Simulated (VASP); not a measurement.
Band structure of Nb (bcc). These are LDA (Ceperley-Alder, Perdew-Zunger) with spin-orbit coupling, VASP's LDA PAW potentials (set 64) (plane waves; VASP) values and carry that method's errors.

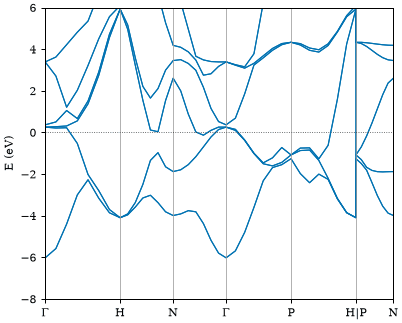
Figure: Bands along high-symmetry lines, zero at the valence-band maximum or, without a gap, the Fermi level

Problem. Read the plot: is there a gap, and where are the band edges?

Solution. It has no gap at this level: it comes out as a metal or semimetal.

The compound is Nb in the bcc structure. It was relaxed first, which changed the volume by -5 %.
